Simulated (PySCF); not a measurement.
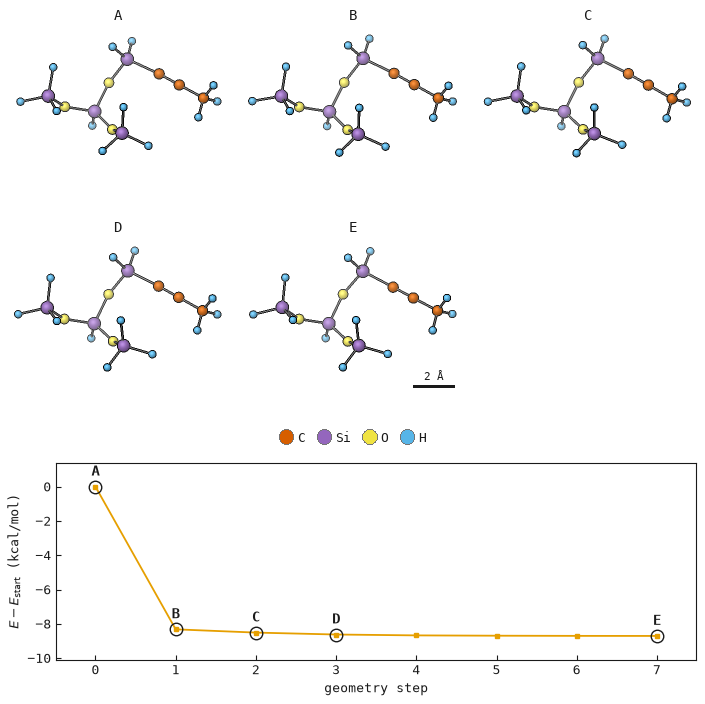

Frames of a relaxation of C₃H₁₂O₃Si₄, marked on the history of the run. A ball-and-stick model, seen at a tilt.

The start comes from GFN2-xTB.

These are results of PySCF, PBE0-D3(BJ)/def2-SVP geometry optimisation, gas phase, not measurements. 

Q: What happens along the run?

A: The energy falls by 8.71 kcal/mol in 7 geometry steps. An H atom moves most after the best rigid fit: 0.34 Å. By element the largest moves are H 0.34 Å, O 0.13 Å, Si 0.12 Å, C 0.09 Å. Near-neighbour distances that change, for instance: O–Si 1.619 → 1.659 Å, O–Si 1.607 → 1.646 Å, H–Si 1.441 → 1.471 Å, H–Si 1.465 → 1.495 Å. Among the angles between lasting bonds that change: O–Si–H 102.1° → 108.5°, O–Si–H 103.0° → 109.3°, H–Si–H 114.4° → 110.3°. The run took of the order of 10 core-minutes on a shared host. From step 0 to 1: an H atom moves most (0.19 Å), energy −8.32 kcal/mol. From step 1 to 2: an H atom moves most (0.15 Å), energy −0.19 kcal/mol. From step 2 to 3: an H atom moves most (0.20 Å), energy −0.11 kcal/mol. From step 3 to 7: an H atom moves most (0.07 Å), energy −0.08 kcal/mol.
